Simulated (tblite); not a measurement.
**C₆H₅F: molecular dynamics**

System: C₆H₅F, SMILES FC=C1C=CC=C1.
Method: GFN2-xTB Langevin dynamics, gas phase (tblite 0.8.0).

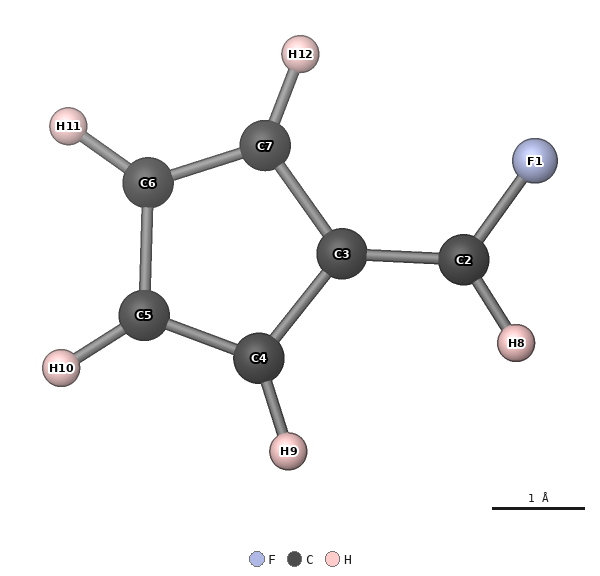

**Figure 1.** The starting structure (ball-and-stick view, seen on its broad side; atoms are numbered from 1 in the order of the input).

### Key numbers

- outcome: finished
- mean temperature over the second half: 588 K
- trajectory: 41 frames kept, 1000 fs
- hardware: 1 CPU thread, shared host
- wall time: 24 s
- peak memory: 0.18 GiB

### The input
```
{"job": {"kind": "md", "xc": "GFN2-xTB", "basis": "xTB", "temperature": 600, "steps": 2000, "every": 50}, "charge": 0, "multiplicity": 1}
F     -2.789274     0.886642     0.195928
C     -1.976923    -0.166813     0.089127
C     -0.648784    -0.049680     0.028006
C      0.295144    -1.158121    -0.089289
C      1.534909    -0.639624    -0.120012
C      1.447456     0.810349    -0.025627
C      0.154977     1.168881     0.062138
H     -2.521712    -1.101086     0.058125
H      0.005078    -2.189964    -0.138350
H      2.460058    -1.180258    -0.201802
H      2.300398     1.464097    -0.027847
H     -0.260128     2.154891     0.143576
```

The first line tells a small driver script what to run in tblite; the rest is the geometry in Å.

Command:
```bash
OMP_NUM_THREADS=1 python <driver script> task.json out
```

### Output
```
t/fs     T/K      E/eV
    0.0   523.0   -545.78530
   25.0   420.8   -545.31464
   50.0   522.1   -545.00235
   75.0   543.5   -545.04450
  100.0   484.9   -545.28123
  125.0   476.9   -545.28216
  150.0   467.7   -545.26944
  175.0   467.4   -545.23036
  200.0   312.8   -545.13842
  225.0   596.2   -545.32403
  250.0   601.9   -544.96019
  275.0   552.0   -544.98409
  300.0   724.1   -545.08197
  325.0   758.9   -544.79157
  350.0   696.3   -544.88328
  375.0   634.5   -544.97950
  400.0   638.1   -544.91575
  425.0   396.3   -544.89321
  450.0   614.3   -544.80971
  475.0   780.8   -544.98981
  500.0   645.3   -545.11591
  525.0   569.7   -545.09821
  550.0   586.6   -545.13433
  575.0   463.3   -544.97920
  600.0   612.1   -544.74495
  625.0   654.1   -544.75132
  650.0   632.8   -544.78799
  675.0   872.7   -544.98275
  700.0   721.8   -544.84271
  725.0   706.5   -544.79111
  750.0   607.0   -544.80322
  775.0   536.2   -545.14189
  800.0   221.4   -544.92771
  825.0   591.7   -545.21608
  850.0   693.5   -545.19184
  875.0   644.3   -545.10976
  900.0   395.3   -544.75530
  925.0   520.3   -545.10095
  950.0   613.0   -544.98332
  975.0   510.5   -545.12040
 1000.0   554.2   -545.27607
```

### Trajectory as extended XYZ (Å, eV, eV/Å), 9 of the 41 frames kept, from step=0 to step=40
```
12
Properties=species:S:1:pos:R:3:forces:R:3 step=0 time_fs=0.0 energy=-545.78530 temperature=523.0
F    -2.7893    0.8866    0.1959    0.0032  -0.0039   0.0005
C    -1.9769   -0.1668    0.0891   -0.0007  -0.0018  -0.0049
C    -0.6488   -0.0497    0.0280   -0.0012   0.0000  -0.0023
C     0.2951   -1.1581   -0.0893   -0.0023   0.0021   0.0031
C     1.5349   -0.6396   -0.1200   -0.0011  -0.0008  -0.0035
C     1.4475    0.8103   -0.0256   -0.0026   0.0012   0.0011
C     0.1550    1.1689    0.0621   -0.0035  -0.0020   0.0019
H    -2.5217   -1.1011    0.0581    0.0002   0.0034   0.0027
H     0.0051   -2.1900   -0.1384    0.0007   0.0032  -0.0003
H     2.4601   -1.1803   -0.2018    0.0030  -0.0013   0.0021
H     2.3004    1.4641   -0.0278    0.0017  -0.0002  -0.0021
H    -0.2601    2.1549    0.1436    0.0027   0.0001   0.0016
12
Properties=species:S:1:pos:R:3:forces:R:3 step=5 time_fs=125.0 energy=-545.28216 temperature=476.9
F    -3.1636    1.0804    0.0444   -0.0166  -1.1885   0.5220
C    -2.3461    0.0829    0.4850   -0.2740   0.0885   0.2060
C    -1.0317    0.2729    0.3549    0.0776  -0.1284  -0.5198
C    -0.0142   -0.6929    0.6772    1.3113  -2.3474  -0.5514
C     1.1638   -0.2970    0.1175   -0.1052   1.1548   1.5435
C     0.9818    1.1211   -0.3363   -0.0652  -2.2596   0.1129
C    -0.3350    1.3736   -0.3154    0.6446  -0.3198   0.4284
H    -2.7617   -0.8479    0.9674   -0.0514   1.4441  -0.6749
H    -0.1535   -1.7685    1.0133   -0.1662   1.7262  -0.1761
H     2.1436   -0.7708    0.2763   -0.7462   0.2508  -0.4151
H     1.8217    1.6652   -0.6804    0.1388   0.5400  -0.3524
H    -0.7815    2.2106   -0.7477   -0.7475   1.0392  -0.1231
12
Properties=species:S:1:pos:R:3:forces:R:3 step=10 time_fs=250.0 energy=-544.96019 temperature=601.9
F    -3.3434    1.2255    0.0778    0.8255   0.0006  -0.4924
C    -2.6147    0.1832    0.5253    1.4704   0.3885   1.1801
C    -1.2386    0.1746    0.6266   -2.6050   3.3080  -2.9744
C    -0.2153   -0.6653    1.0869    0.2760  -0.3406   1.0197
C     1.0003   -0.1943    0.7218   -0.6488   0.1022  -1.5630
C     0.7746    0.9855   -0.2080    0.3494  -2.1537   1.5646
C    -0.5309    1.2249   -0.2403   -0.2904  -0.1940   0.0077
H    -3.3378   -0.4062    1.0394    0.0434  -1.0734   0.3405
H    -0.5043   -1.4000    1.8080    0.4691  -0.5566   0.0517
H     1.8784   -0.8193    0.7597    0.2197   0.5909   0.3353
H     1.5330    1.4417   -0.7816    0.5559   0.3519  -0.1595
H    -0.8879    1.9850   -0.9345   -0.6650  -0.4239   0.6896
12
Properties=species:S:1:pos:R:3:forces:R:3 step=15 time_fs=375.0 energy=-544.97950 temperature=634.5
F    -3.4299    1.5829    0.4149   -0.9273   0.3207  -0.3233
C    -2.7990    0.5724    0.9647    2.5882  -0.5331   1.7747
C    -1.5072    0.2994    0.5862   -0.4854  -1.8298   2.1334
C    -0.6057   -0.7231    1.4406   -2.0794   2.3322  -2.0056
C     0.5481   -0.7151    0.7881    1.8440  -1.6042   0.7477
C     0.4842    0.0204   -0.4364    1.2957   1.9884  -1.4863
C    -0.6722    0.7201   -0.5297   -0.6981  -0.7389   0.0653
H    -3.1797    0.2524    2.0144    0.2690   0.4215  -2.0644
H    -0.8851   -1.2347    2.3307   -0.2045   0.1369   0.1402
H     1.4367   -1.2833    1.1797   -0.8411   0.6899  -0.8018
H     1.3280    0.2693   -1.1603   -1.0021  -0.8615   1.1828
H    -1.0171    1.3440   -1.3605    0.2410  -0.3221   0.6373
12
Properties=species:S:1:pos:R:3:forces:R:3 step=20 time_fs=500.0 energy=-545.11591 temperature=645.3
F    -3.2575    1.1846    1.0276   -2.7475   2.1322  -1.1571
C    -2.4154    0.4344    1.5864    1.9620  -1.7306   1.8572
C    -1.3768   -0.0564    0.9069   -0.3466   0.1131   0.0803
C    -0.3514   -0.7682    1.6104   -1.4466  -0.1773   1.9622
C     0.6468   -0.9513    0.8164    5.0996  -1.6397  -1.6169
C     0.3566   -0.4777   -0.4773   -3.4531   2.1760  -1.5271
C    -0.9224    0.1128   -0.4645    2.3896  -1.7414   1.2735
H    -2.5461    0.2674    2.6895   -0.0724   0.1938  -1.1060
H    -0.4124   -1.1322    2.5914   -0.2305  -0.0332   1.0926
H     1.6784   -1.4030    0.9817   -1.5873   0.4584   0.1700
H     0.8989   -0.4780   -1.3855    0.7576  -0.2575  -0.2425
H    -1.5239    0.4714   -1.2392   -0.3248   0.5061  -0.7863
12
Properties=species:S:1:pos:R:3:forces:R:3 step=25 time_fs=625.0 energy=-544.75132 temperature=654.1
F    -3.4979    0.6560    1.6174   -0.0192   0.1213   0.2793
C    -2.2794    0.1598    1.8372    0.2457  -0.1794  -1.9332
C    -1.3276    0.0377    0.8959    1.2763  -0.1150   0.3207
C    -0.1531   -0.8576    1.3404   -2.0958   2.0851  -0.6925
C     0.3882   -1.1332    0.1568    1.1449  -2.1214  -0.5839
C    -0.1821   -0.4988   -1.0269   -0.2057   0.9197   0.5304
C    -1.1733    0.3519   -0.5596    1.3050  -1.8543   0.8142
H    -2.1417   -0.4960    2.6541   -0.5006   0.1206   1.2381
H     0.0337   -1.0110    2.4128    0.0647  -0.3152  -1.1976
H     1.0488   -1.9782    0.0019    0.5442   0.3375   0.0621
H     0.3490   -0.7265   -2.0235   -1.4667   0.8003   1.5834
H    -1.8086    1.0412   -1.0478   -0.2928   0.2008  -0.4208
12
Properties=species:S:1:pos:R:3:forces:R:3 step=30 time_fs=750.0 energy=-544.80322 temperature=607.0
F    -3.3252    1.2048    1.4985    1.8357  -1.2973  -0.7964
C    -2.1747    0.3927    1.6064   -2.3309   1.1848   2.7613
C    -1.3653   -0.1163    0.7277   -1.8690   0.5915  -4.7867
C    -0.1358   -0.8267    0.7414    0.8311   0.4110   0.8032
C     0.4025   -0.7387   -0.5185    0.1155  -1.0802   1.5961
C    -0.5228   -0.2323   -1.4613   -3.2532   1.4898   0.2412
C    -1.6783    0.1421   -0.8015    1.2003   0.4286   1.3175
H    -2.0938    0.2279    2.6745    0.3409  -0.0026   0.2007
H     0.2162   -1.1181    1.7615    0.2764   0.0418  -1.5238
H     1.3650   -1.1080   -0.7561    0.6244  -0.2398  -0.2818
H    -0.5251   -0.0576   -2.5264    0.8343  -0.4198   0.1021
H    -2.5868    0.7298   -1.1292    1.3946  -1.1078   0.3665
12
Properties=species:S:1:pos:R:3:forces:R:3 step=35 time_fs=875.0 energy=-545.10976 temperature=644.3
F    -3.2500    1.2074    1.7183    0.4713   0.1698   0.3533
C    -2.0375    0.6096    1.7667   -1.4752   0.0034  -1.7673
C    -1.4535    0.1799    0.6430    1.0956  -1.1084   0.5141
C    -0.2501   -0.6906    0.8351   -1.4852   1.4281   2.6580
C     0.1444   -1.0470   -0.3520    1.4530  -1.7923  -2.0856
C    -0.8211   -0.6861   -1.4027    0.0233   1.7529   3.4305
C    -1.7000    0.1447   -0.7873   -2.4208   0.1442  -0.7226
H    -1.7388    0.3019    2.7317    0.1778   0.1257   0.7865
H    -0.0130   -0.9406    1.8863    0.5800   0.2139  -1.2069
H     1.0419   -1.6250   -0.5437   -0.2326  -0.0941  -0.1502
H    -0.7890   -1.0274   -2.3607    0.0799  -0.5315  -2.1000
H    -2.7083    0.5121   -1.1734    1.7327  -0.3116   0.2901
12
Properties=species:S:1:pos:R:3:forces:R:3 step=40 time_fs=1000.0 energy=-545.27607 temperature=554.2
F    -3.1615    0.7132    2.0816    0.0723   0.2995   0.0958
C    -1.8364    0.5050    2.0880    0.2112  -0.7304  -2.1834
C    -1.2730   -0.0922    0.9697   -0.6483   0.8285   3.0312
C     0.0829   -0.6639    0.9963   -0.8164   1.2230  -1.0618
C     0.3003   -1.1127   -0.2546   -0.9698   0.2192  -0.0936
C    -0.9241   -0.8699   -1.0518    0.0598  -1.6279  -0.5340
C    -1.9222   -0.3783   -0.2904    1.1290  -0.3197   0.3802
H    -1.3675    0.9770    2.9382    0.1422  -0.4374   0.0397
H     0.6696   -0.4467    1.8486    0.6544  -0.4609   0.2836
H     1.0836   -1.7019   -0.6723    0.4764   0.0660   0.0638
H    -0.9979   -1.3448   -2.0404   -0.0835   0.6933   0.4162
H    -2.9650   -0.2436   -0.4322   -0.2273   0.2466  -0.4378
```

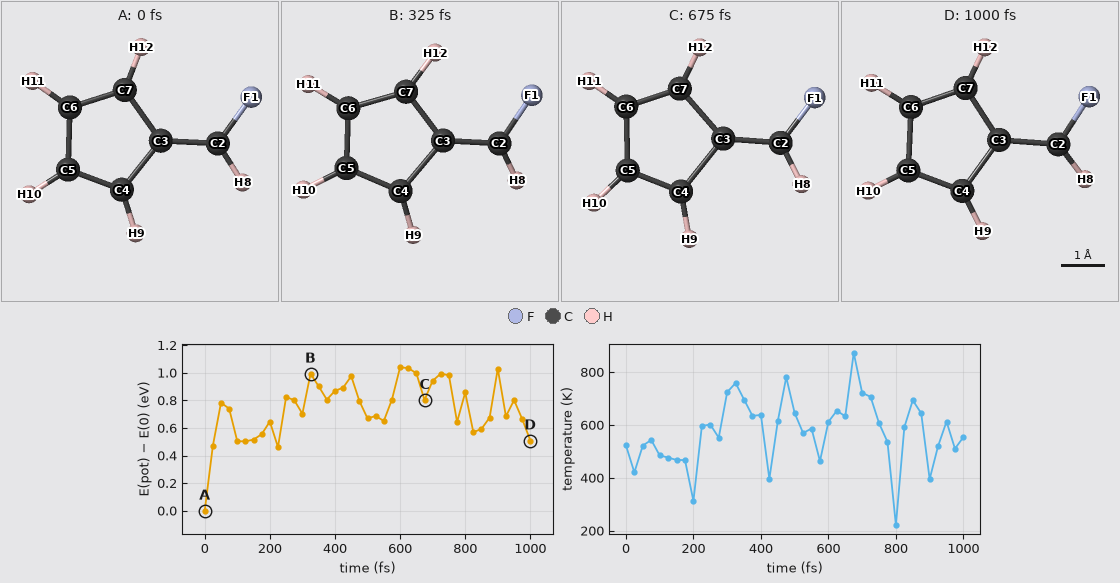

**Figure 2.** Frames of the molecular dynamics (ball-and-stick, seen on its broad side) above the curves, on which the letters mark them. The trajectory kept here has 41 frames over 1000 fs. The temperature starts at 523 K, ranges from 221 to 873 K and averages 588 K over the second half. The potential energy ends 0.509 eV above its first value. After an unweighted best fit of the last frame on the first, the root-mean-square displacement is 0.14 Å, and H8 has moved furthest (0.26 Å).
